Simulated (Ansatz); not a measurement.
# TaN (P-62m): one cell under locks on the spin, part 1 of 2

What does it cost to force the spins of TaN (P-62m) into other sizes and orders? Cell and atoms stay fixed.

Method: DFT PBEsol+U (U = 6 eV, J = 0.5 eV on Ta d), plane waves, PAW, no spin–orbit coupling unless a run says so, in Ansatz 0.2.0.

2 further runs of the same task are left out: 2 that didn't finish.

**1. Starting point**

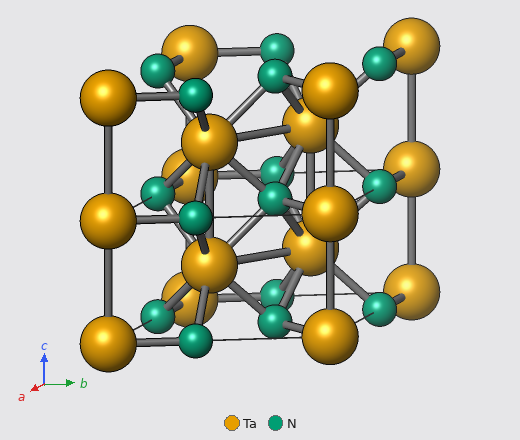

Start, viewed slightly off an axis; tantalum amber, nitrogen teal. 1×1×2 cells are drawn. Atoms on the faces are drawn again on the opposite ones.

As a file:

```cif
data_structure
_symmetry_space_group_name_H-M 'P 1'
_symmetry_Int_Tables_number 1
_cell_length_a 5.1960
_cell_length_b 5.1960
_cell_length_c 2.9110
_cell_angle_alpha 90.000
_cell_angle_beta 90.000
_cell_angle_gamma 120.000
_cell_volume 68.06
loop_
_atom_site_label
_atom_site_type_symbol
_atom_site_fract_x
_atom_site_fract_y
_atom_site_fract_z
_atom_site_occupancy
Ta1 Ta 0.33333 0.66667 0.50000 1
Ta2 Ta 0.66667 0.33333 0.50000 1
Ta3 Ta 0.00000 0.00000 0.00000 1
N1 N 0.39285 0.00000 0.00000 1
N2 N 0.60715 0.60715 0.00000 1
N3 N 0.00000 0.39285 0.00000 1
```

The runs: ferromagnetic start, free, symmetry kept, no search; ferromagnetic start, free, natural orbitals of the symmetric run filled by rank; ferromagnetic start, free, default search; total moment locked, 3.00 μB per cell; total moment held at first, then free, 3.00 μB per cell; antiferromagnetic directions held.

**2. Ferromagnetic start, free, symmetry kept, no search**

Input file input.yaml:

```yaml
crystal:
  lattice:
    - [5.19600015, 0.0, 0.0]
    - [-2.59800008, 4.49986813, 0.0]
    - [0.0, 0.0, 2.9109996]
  atoms:
    - { symbol: Ta, position: [0.3333333333, 0.6666666667, 0.5], spin: 2.0 }
    - { symbol: Ta, position: [0.6666666667, 0.3333333333, 0.5], spin: 2.0 }
    - { symbol: Ta, position: [0.0, 0.0, 0.0], spin: 2.0 }
    - { symbol: "N", position: [0.39285, 0.0, 0.0] }
    - { symbol: "N", position: [0.60715, 0.60715, 0.0] }
    - { symbol: "N", position: [0.0, 0.39285, 0.0] }
basis:
  ecutwfc: 420
  ecutrho_ratio: 4
kpoints:
  mp_grid: { grid: [4, 4, 6] }
hamiltonian:
  xc: pbesol
  hubbard:
    sites:
      - { site: 0, l: d, u: 6.0, j: 0.5 }
      - { site: 1, l: d, u: 6.0, j: 0.5 }
      - { site: 2, l: d, u: 6.0, j: 0.5 }
scf:
  occupations: { method: gaussian, width: 0.05 }
  lower_state_search: "off"
  max_iter: 150
output:
  forces: true
  stress: true
  eigenvalues: true
  populations: true
  hubbard: { sites: [{ site: 0, l: d }, { site: 1, l: d }, { site: 2, l: d }] }
magnetization:
  spin_polarized: true
```

On the command line:

```bash
> ansatz run input.yaml --threads 4 --pin off --max-ram 6144MiB --backend cpu --events-out ev --progress --plain --runs-dir out
```

Standard output, cut to the lines that bear on the results:

```text
Warning: RAYON_NUM_THREADS=4 ignored (pool sized by the plan → 4); use --threads N
Ta: projections on atomic orbitals take those of the free atom [Kr 4d10 4f14] 5s2 5p6 5d3 6s2, of charge +0.00 (hamiltonian.pseudopotentials.projection_atoms); the dataset's partial waves leave at most 6.0e-5 of an orbital's norm unspanned inside its sphere
N: projections on atomic orbitals take those of the free atom [He] 2s2 2p3, of charge +0.00 (hamiltonian.pseudopotentials.projection_atoms); the dataset's partial waves leave at most 9.3e-9 of an orbital's norm unspanned inside its sphere
[...]
Pseudopotentials: kind: paw
Pseudopotential: Ta, paw, valence charge 13, recommended cutoff 420 eV (normal), Ta.paw.azcp
Pseudopotential: N, paw, valence charge 5, recommended cutoff 420 eV (normal), N.paw.azcp
Functional definition: PBEsol
[...]
Crystal: 6 atoms, lattice volume = 68.063 Å³
Basis set: ecut = 420 eV, 1287 PW (Γ), exchange–correlation on 72×72×40 points (8 copies of the dense FFT grid, shifted against one another)
Bands: 36, of which v1, the nominal top of the filled ones, is band 27 counted from 1 (26 counted from 0)
Symmetry: 12 space group operations
Space group: P-62m (ITA 189), of the structure as read, at distance tolerance 4.1e-5 Å
Magnetic group: BNS 189.221 (UNI 1451), of the structure as read, at distance tolerance 4.1e-5 Å
k-points: 16 of 96 (time reversal used)
[...]
Starting moments: Σ|m| = 6 μB on 3 of 6 sites
[...]
        1.252434      -0.000000       0.000000
       -0.000000       1.252434       0.000000
        0.000000       0.000000       2.247598
  P = ⅓ Tr σ = 1.5842 GPa (15.842 kbar)
--- Band table (eV; the first three rows and the last of 32) ---
[...]
Occupation matrices written to <dir>
--- Löwdin populations: 6 sites ---
  site symbol       q [e]    m [muB]
     0     Ta     12.0821     0.0058
     1     Ta     12.0821     0.0058
     2     Ta     12.3035     0.0302
     3      N      5.7399    -0.0005
     4      N      5.7399    -0.0005
     5      N      5.7399    -0.0005
  spilling = 0.005788 (of n_electrons = 54.000000)
--- Occupation matrices: 3 shells (run DFT+U table (all-electron-ortho-atomic); ε = 5.25e-4) ---
  Ta0 d_5D: site group C3h (-6)
  Ta0 d_5D up     Tr n = 1.8098  λ = 0.291 0.291 0.379 0.379 0.470  [2× xz 0.50 E''(1.00) | 2× x2-y2 0.50 E'(1.00) | z2 1.00 A'(1.00)]
  Ta0 d_5D dn     Tr n = 1.8038  λ = 0.290 0.290 0.378 0.378 0.468  [2× xz 0.50 E''(1.00) | 2× x2-y2 0.50 E'(1.00) | z2 1.00 A'(1.00)]
  Ta1 d_5D: site group C3h (-6)
  Ta1 d_5D up     Tr n = 1.8098  λ = 0.291 0.291 0.379 0.379 0.470  [2× xz 0.50 E''(1.00) | 2× x2-y2 0.50 E'(1.00) | z2 1.00 A'(1.00)]
  Ta1 d_5D dn     Tr n = 1.8038  λ = 0.290 0.290 0.378 0.378 0.468  [2× xz 0.50 E''(1.00) | 2× x2-y2 0.50 E'(1.00) | z2 1.00 A'(1.00)]
  Ta2 d_5D: site group D3h (-6m2)
  Ta2 d_5D up     Tr n = 1.8639  λ = 0.336 0.336 0.339 0.339 0.513  [2× x2-y2 0.50 E'(1.00) | 2× xz 0.50 E''(1.00) | z2 1.00 A1'(1.00)]
  Ta2 d_5D dn     Tr n = 1.8355  λ = 0.328 0.328 0.336 0.336 0.509  [2× xz 0.50 E''(1.00) | 2× x2-y2 0.50 E'(1.00) | z2 1.00 A1'(1.00)]
  Tr n, λ and their labels are of the run-group-symmetrised matrices; stabiliser: 12 of 24 elements of G0×{1,Θ} (closed), max defect 1.5e-15 at τ = 1.1e-4
```

Run time: 27 s. Hardware: 4 threads of Intel Xeon at 2.50GHz (Skylake/Cascade Lake), shared host; peak memory 0.42 GiB.

It ends with no gap, pressure 1.6 GPa, no moment over 0.05 μB in any sphere, largest force component 0.07 eV/Å, 12 symmetry operations imposed.

How the shells are filled (orbitals counted by the eigenvalues of the occupation matrices):

```csv
shell,channel,electrons,over 0.8,0.2 to 0.8,under 0.2
Ta 5d (atom 1),up,1.81,0,5,0
Ta 5d (atom 1),down,1.80,0,5,0
Ta 5d (atom 3),up,1.86,0,5,0
Ta 5d (atom 3),down,1.84,0,5,0
```

**3. Ferromagnetic start, free, natural orbitals of the symmetric run filled by rank**

input.yaml: that of step 2 with these lines changed.

```diff
@@ -21,5 +21,49 @@
     sites:
-      - { site: 0, l: d, u: 6.0, j: 0.5 }
-      - { site: 1, l: d, u: 6.0, j: 0.5 }
-      - { site: 2, l: d, u: 6.0, j: 0.5 }
+      - { site: 0, l: d, u: 6.0, j: 0.5, starting_ns: [{ spin: up, occupation_matrix: s0up }, { spin: down, occupation_matrix: s0down }] }
+      - { site: 1, l: d, u: 6.0, j: 0.5, starting_ns: [{ spin: up, occupation_matrix: s1up }, { spin: down, occupation_matrix: s1down }] }
+      - { site: 2, l: d, u: 6.0, j: 0.5, starting_ns: [{ spin: up, occupation_matrix: s2up }, { spin: down, occupation_matrix: s2down }] }
+    occupation_matrices:
+      s0up:
+        matrix:
+          - [0.97, 0.0, 0.0, 0.0, 0.0]
+          - [0.0, 0.02, 0.0, 0.0, 0.0]
+          - [0.0, 0.0, 0.02, 0.0, 0.0]
+          - [0.0, 0.0, 0.0, 0.02, 0.0]
+          - [0.0, 0.0, 0.0, 0.0, 0.97]
+      s0down:
+        matrix:
+          - [0.02, 0.0, 0.0, 0.0, 0.0]
+          - [0.0, 0.02, 0.0, 0.0, 0.0]
+          - [0.0, 0.0, 0.02, 0.0, 0.0]
+          - [0.0, 0.0, 0.0, 0.02, 0.0]
+          - [0.0, 0.0, 0.0, 0.0, 0.02]
+      s1up:
+        matrix:
+          - [0.97, 0.0, 0.0, 0.0, 0.0]
+          - [0.0, 0.02, 0.0, 0.0, 0.0]
+          - [0.0, 0.0, 0.02, 0.0, 0.0]
+          - [0.0, 0.0, 0.0, 0.02, 0.0]
+          - [0.0, 0.0, 0.0, 0.0, 0.97]
+      s1down:
+        matrix:
+          - [0.02, 0.0, 0.0, 0.0, 0.0]
+          - [0.0, 0.02, 0.0, 0.0, 0.0]
+          - [0.0, 0.0, 0.02, 0.0, 0.0]
+          - [0.0, 0.0, 0.0, 0.02, 0.0]
+          - [0.0, 0.0, 0.0, 0.0, 0.02]
+      s2up:
+        matrix:
+          - [0.97, 0.0, 0.0, 0.0, 0.0]
+          - [0.0, 0.02, 0.0, 0.0, 0.0]
+          - [0.0, 0.0, 0.97, 0.0, 0.0]
+          - [0.0, 0.0, 0.0, 0.02, 0.0]
+          - [0.0, 0.0, 0.0, 0.0, 0.02]
+      s2down:
+        matrix:
+          - [0.02, 0.0, 0.0, 0.0, 0.0]
+          - [0.0, 0.02, 0.0, 0.0, 0.0]
+          - [0.0, 0.0, 0.02, 0.0, 0.0]
+          - [0.0, 0.0, 0.0, 0.02, 0.0]
+          - [0.0, 0.0, 0.0, 0.0, 0.02]
+    ns_hold: { iters: 10 }
 scf:
@@ -34,2 +78,6 @@
   hubbard: { sites: [{ site: 0, l: d }, { site: 1, l: d }, { site: 2, l: d }] }
+  write_density: true
+  write_potential: true
+  elf: true
+  volumetric_format: npy
 magnetization:
```

The typed matrices put 0.97 on the chosen orbitals and 0.02 on the others, and are held for 10 cycles.

On the command line:

```bash
> ansatz run input.yaml --threads 4 --pin off --max-ram 6144MiB --backend cpu --events-out ev --progress --plain --runs-dir out
```

Standard output, cut to the lines that bear on the results:

```text
Warning: crystal.symmetry: narrowed to the stabiliser of the occupation matrices — unitary ops 12 → 4; lowered by the specified shells (site 0, l: d), (site 1, l: d), (site 2, l: d); largest admitted image defect 2.1e-9, smallest excluded 7.1e-1 — at a splitting's scale: the group the [...]
Warning: RAYON_NUM_THREADS=4 ignored (pool sized by the plan → 4); use --threads N
Ta: projections on atomic orbitals take those of the free atom [Kr 4d10 4f14] 5s2 5p6 5d3 6s2, of charge +0.00 (hamiltonian.pseudopotentials.projection_atoms); the dataset's partial waves leave at most 6.0e-5 of an orbital's norm unspanned inside its sphere
N: projections on atomic orbitals take those of the free atom [He] 2s2 2p3, of charge +0.00 (hamiltonian.pseudopotentials.projection_atoms); the dataset's partial waves leave at most 9.3e-9 of an orbital's norm unspanned inside its sphere
[...]
[... 4 set-up lines as earlier in the session ...]
[...]
Crystal: 6 atoms, lattice volume = 68.063 Å³
[...]
WARN: hamiltonian.hubbard: on 4 of 6 specified blocks the occupation matrix of this SCF's result fails the test of the specified filling. At site 0 ↑ (sites count from 0 in the list of atoms of the cell that this SCF solves) the least filled combination of the orbitals specified full has [...]
  specified occupation → Ta0 d_5D dn: matrix, ‖Δ‖_F = 0.7764, Tr Δ = -1.7038, displaced = 0.8519, d_λ = 0.7764; orbital distance = 0.0000
  Ta1 d_5D: site group C3h (-6)
  Ta1 d_5D up     Tr n = 1.8098  λ = 0.291 0.291 0.379 0.379 0.470  [2× xz 0.50 E''(1.00) | 2× x2-y2 0.50 E'(1.00) | z2 1.00 A'(1.00)]
  Ta1 d_5D dn     Tr n = 1.8038  λ = 0.290 0.290 0.378 0.378 0.468  [2× xz 0.50 E''(1.00) | 2× x2-y2 0.50 E'(1.00) | z2 1.00 A'(1.00)]
  specified occupation → Ta1 d_5D up: matrix, ‖Δ‖_F = 0.9354, Tr Δ = +0.1902, displaced = 0.9960, d_λ = 0.9354; orbital distance = 0.7071
  specified occupation → Ta1 d_5D dn: matrix, ‖Δ‖_F = 0.7764, Tr Δ = -1.7038, displaced = 0.8519, d_λ = 0.7764; orbital distance = 0.0000
  Ta2 d_5D: site group D3h (-6m2)
  Ta2 d_5D up     Tr n = 1.8639  λ = 0.336 0.336 0.339 0.339 0.513  [2× x2-y2 0.50 E'(1.00) | 2× xz 0.50 E''(1.00) | z2 1.00 A1'(1.00)]
  Ta2 d_5D dn     Tr n = 1.8356  λ = 0.328 0.328 0.336 0.336 0.509  [2× xz 0.50 E''(1.00) | 2× x2-y2 0.50 E'(1.00) | z2 1.00 A1'(1.00)]
  specified occupation → Ta2 d_5D up: matrix, ‖Δ‖_F = 0.9534, Tr Δ = +0.1361, displaced = 1.0200, d_λ = 0.9534; orbital distance = 0.7071
  specified occupation → Ta2 d_5D dn: matrix, ‖Δ‖_F = 0.7923, Tr Δ = -1.7356, displaced = 0.8678, d_λ = 0.7923; orbital distance = 0.0000
  Tr n, λ and their labels are of the run-group-symmetrised matrices; stabiliser: 12 of 24 elements of G0×{1,Θ} (closed), max defect 9.3e-6 at τ = 1.1e-4
```

Run time: 78 s. Hardware: 4 threads of Intel Xeon at 2.50GHz (Skylake/Cascade Lake), shared host; peak memory 0.47 GiB.

It ends with no gap, pressure 1.6 GPa, no moment over 0.05 μB in any sphere, largest force component 0.07 eV/Å, 4 symmetry operations imposed. The program reports that the typed filling wasn't kept.

The shells' filling, with natural orbitals sorted by occupation:

```csv
shell,channel,electrons,over 0.8,0.2 to 0.8,under 0.2
Ta 5d (atom 1),up,1.81,0,5,0
Ta 5d (atom 1),down,1.80,0,5,0
Ta 5d (atom 3),up,1.86,0,5,0
Ta 5d (atom 3),down,1.84,0,5,0
```

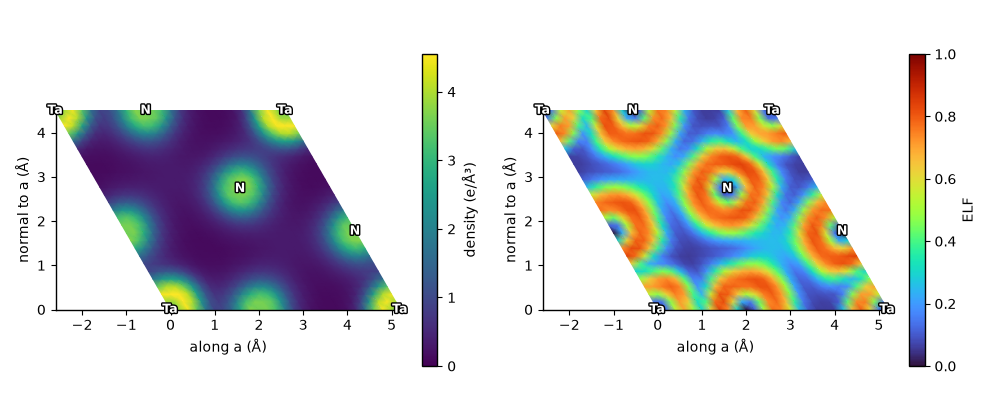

Density (left) and ELF (right) in a lattice plane of the grid's cell (edges 5.20 and 5.20 Å, at 0.000 of the third edge), which holds Ta and N. Only atoms in the plane are labelled. Both are smooth fields of the valence electrons: close to the nuclei they are not physical.

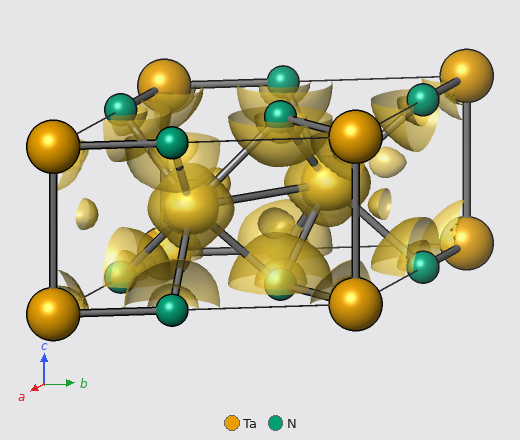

Surface of ELF = 0.69, drawn in one cell.

The highest ELF values outside the cores: 0.85 in the shell around N, 0.6 Å from N; 0.75 between the atoms, 1.9 Å from Ta.

**4. Ferromagnetic start, free, default search**

Input file input.yaml:

```yaml
crystal:
  lattice:
    - [5.19600015, 0.0, 0.0]
    - [-2.59800008, 4.49986813, 0.0]
    - [0.0, 0.0, 2.9109996]
  atoms:
    - { symbol: Ta, position: [0.3333333333, 0.6666666667, 0.5], spin: 2.0 }
    - { symbol: Ta, position: [0.6666666667, 0.3333333333, 0.5], spin: 2.0 }
    - { symbol: Ta, position: [0.0, 0.0, 0.0], spin: 2.0 }
    - { symbol: "N", position: [0.39285, 0.0, 0.0] }
    - { symbol: "N", position: [0.60715, 0.60715, 0.0] }
    - { symbol: "N", position: [0.0, 0.39285, 0.0] }
basis:
  ecutwfc: 420
  ecutrho_ratio: 4
kpoints:
  mp_grid: { grid: [4, 4, 6] }
hamiltonian:
  xc: pbesol
  hubbard:
    sites:
      - { site: 0, l: d, u: 6.0, j: 0.5 }
      - { site: 1, l: d, u: 6.0, j: 0.5 }
      - { site: 2, l: d, u: 6.0, j: 0.5 }
scf:
  occupations: { method: gaussian, width: 0.05 }
output:
  forces: true
  stress: true
  eigenvalues: true
  populations: true
  hubbard: { sites: [{ site: 0, l: d }, { site: 1, l: d }, { site: 2, l: d }] }
magnetization:
  spin_polarized: true
```

On the command line:

```bash
> ansatz run input.yaml --threads 4 --pin off --max-ram 6144MiB --backend cpu --events-out ev --progress --plain --runs-dir out
```

Standard output, cut to the lines that bear on the results:

```text
Warning: RAYON_NUM_THREADS=4 ignored (pool sized by the plan → 4); use --threads N
Ta: projections on atomic orbitals take those of the free atom [Kr 4d10 4f14] 5s2 5p6 5d3 6s2, of charge +0.00 (hamiltonian.pseudopotentials.projection_atoms); the dataset's partial waves leave at most 6.0e-5 of an orbital's norm unspanned inside its sphere
N: projections on atomic orbitals take those of the free atom [He] 2s2 2p3, of charge +0.00 (hamiltonian.pseudopotentials.projection_atoms); the dataset's partial waves leave at most 9.3e-9 of an orbital's norm unspanned inside its sphere
[...]
[... 4 set-up lines as earlier in the session ...]
[...]
Crystal: 6 atoms, lattice volume = 68.063 Å³
[...]
  Ta0 d_5D: site group C3h (-6)
  Ta0 d_5D up     Tr n = 1.8098  λ = 0.291 0.291 0.379 0.379 0.470  [2× xz 0.50 E''(1.00) | 2× x2-y2 0.50 E'(1.00) | z2 1.00 A'(1.00)]
  Ta0 d_5D dn     Tr n = 1.8038  λ = 0.290 0.290 0.378 0.378 0.468  [2× xz 0.50 E''(1.00) | 2× x2-y2 0.50 E'(1.00) | z2 1.00 A'(1.00)]
  Ta1 d_5D: site group C3h (-6)
  Ta1 d_5D up     Tr n = 1.8098  λ = 0.291 0.291 0.379 0.379 0.470  [2× xz 0.50 E''(1.00) | 2× x2-y2 0.50 E'(1.00) | z2 1.00 A'(1.00)]
  Ta1 d_5D dn     Tr n = 1.8038  λ = 0.290 0.290 0.378 0.378 0.468  [2× xz 0.50 E''(1.00) | 2× x2-y2 0.50 E'(1.00) | z2 1.00 A'(1.00)]
  Ta2 d_5D: site group D3h (-6m2)
  Ta2 d_5D up     Tr n = 1.8639  λ = 0.336 0.336 0.339 0.339 0.513  [2× x2-y2 0.50 E'(1.00) | 2× xz 0.50 E''(1.00) | z2 1.00 A1'(1.00)]
  Ta2 d_5D dn     Tr n = 1.8355  λ = 0.328 0.328 0.336 0.336 0.509  [2× xz 0.50 E''(1.00) | 2× x2-y2 0.50 E'(1.00) | z2 1.00 A1'(1.00)]
  Tr n, λ and their labels are of the run-group-symmetrised matrices; stabiliser: 12 of 24 elements of G0×{1,Θ} (closed), max defect 1.5e-15 at τ = 1.1e-4
```

Wall time 28 s (4 threads of Intel Xeon at 2.50GHz (Skylake/Cascade Lake), shared host); peak memory 0.43 GiB.

It ends with no gap, pressure 1.6 GPa, no moment over 0.05 μB in any sphere, largest force component 0.07 eV/Å, 12 symmetry operations imposed.

The shells' filling, with natural orbitals sorted by occupation:

```csv
shell,channel,electrons,over 0.8,0.2 to 0.8,under 0.2
Ta 5d (atom 1),up,1.81,0,5,0
Ta 5d (atom 1),down,1.80,0,5,0
Ta 5d (atom 3),up,1.86,0,5,0
Ta 5d (atom 3),down,1.84,0,5,0
```

**5. Total moment locked, 3.00 μB per cell**

input.yaml: that of step 4 with these lines changed.

```diff
@@ -6,5 +6,5 @@
   atoms:
-    - { symbol: Ta, position: [0.3333333333, 0.6666666667, 0.5], spin: 2.0 }
-    - { symbol: Ta, position: [0.6666666667, 0.3333333333, 0.5], spin: 2.0 }
-    - { symbol: Ta, position: [0.0, 0.0, 0.0], spin: 2.0 }
+    - { symbol: Ta, position: [0.3333333333, 0.6666666667, 0.5], spin: 1.0 }
+    - { symbol: Ta, position: [0.6666666667, 0.3333333333, 0.5], spin: 1.0 }
+    - { symbol: Ta, position: [0.0, 0.0, 0.0], spin: 1.0 }
     - { symbol: "N", position: [0.39285, 0.0, 0.0] }
@@ -26,2 +26,4 @@
   occupations: { method: gaussian, width: 0.05 }
+  lower_state_search: "off"
+  max_iter: 150
 output:
@@ -34 +36,3 @@
   spin_polarized: true
+  initial_magnetization: 3.0
+  spin_locking: { lock_magnetization: hard }
```

The lock stays on to the end, so the result is a constrained state.

On the command line:

```bash
> ansatz run input.yaml --threads 4 --pin off --max-ram 6144MiB --backend cpu --events-out ev --progress --plain --runs-dir out
```

Standard output, cut to the lines that bear on the results:

```text
Warning: output.stress: scf.convergence.dr2_threshold = 1e-7 eV (the SCF's general default) is looser than the 6e-10 eV advised for a printed stress (1e-10 eV for each atom of the cell: 6). What an SCF threshold leaves in a stress goes as its square root, and in the free energy as the [...]
Warning: RAYON_NUM_THREADS=4 ignored (pool sized by the plan → 4); use --threads N
Ta: projections on atomic orbitals take those of the free atom [Kr 4d10 4f14] 5s2 5p6 5d3 6s2, of charge +0.00 (hamiltonian.pseudopotentials.projection_atoms); the dataset's partial waves leave at most 6.0e-5 of an orbital's norm unspanned inside its sphere
N: projections on atomic orbitals take those of the free atom [He] 2s2 2p3, of charge +0.00 (hamiltonian.pseudopotentials.projection_atoms); the dataset's partial waves leave at most 9.3e-9 of an orbital's norm unspanned inside its sphere
[...]
[... 2 set-up lines as earlier in the session ...]
[...]
     4      N      5.7566    -0.0335
     5      N      5.7566    -0.0335
  spilling = 0.005619 (of n_electrons = 54.000000)
--- Occupation matrices: 3 shells (run DFT+U table (all-electron-ortho-atomic); ε = 3.08e-3) ---
  Ta0 d_5D: site group C3h (-6)
  Ta0 d_5D up     Tr n = 2.1465  λ = 0.318 0.318 0.449 0.449 0.612  [2× xz 0.50 E''(1.00) | 2× x2-y2 0.50 E'(1.00) | z2 1.00 A'(1.00)]
  Ta0 d_5D dn     Tr n = 1.4139  λ = 0.260 0.260 0.284 0.284 0.327  [2× x2-y2 0.50 E'(1.00) | 2× xz 0.50 E''(1.00) | z2 1.00 A'(1.00)]
  Ta1 d_5D: site group C3h (-6)
  Ta1 d_5D up     Tr n = 2.1465  λ = 0.318 0.318 0.449 0.449 0.612  [2× xz 0.50 E''(1.00) | 2× x2-y2 0.50 E'(1.00) | z2 1.00 A'(1.00)]
  Ta1 d_5D dn     Tr n = 1.4139  λ = 0.260 0.260 0.284 0.284 0.327  [2× x2-y2 0.50 E'(1.00) | 2× xz 0.50 E''(1.00) | z2 1.00 A'(1.00)]
  Ta2 d_5D: site group D3h (-6m2)
  Ta2 d_5D up     Tr n = 2.6366  λ = 0.349 0.349 0.476 0.732 0.732  [2× x2-y2 0.50 E'(1.00) | z2 1.00 A1'(1.00) | 2× xz 0.50 E''(1.00)]
  Ta2 d_5D dn     Tr n = 1.1535  λ = 0.112 0.112 0.245 0.245 0.438  [2× xz 0.50 E''(1.00) | 2× x2-y2 0.50 E'(1.00) | z2 1.00 A1'(1.00)]
  Tr n, λ and their labels are of the run-group-symmetrised matrices; stabiliser: 12 of 24 elements of G0×{1,Θ} (closed), max defect 1.6e-15 at τ = 6.5e-4
```

Run time: 16 s. Hardware: 4 threads of Intel Xeon at 2.50GHz (Skylake/Cascade Lake), shared host; peak memory 0.42 GiB.

Result: no gap, pressure 13.7 GPa, moments in spheres Ta 0.33, 0.55 μB, largest force component 0.67 eV/Å, 12 symmetry operations imposed.

How the shells are filled (orbitals counted by the eigenvalues of the occupation matrices):

```csv
shell,channel,electrons,over 0.8,0.2 to 0.8,under 0.2
Ta 5d (atom 1),up,2.15,0,5,0
Ta 5d (atom 1),down,1.41,0,5,0
Ta 5d (atom 3),up,2.64,0,5,0
Ta 5d (atom 3),down,1.15,0,3,2
```

(Continued in part 2 of 2.)
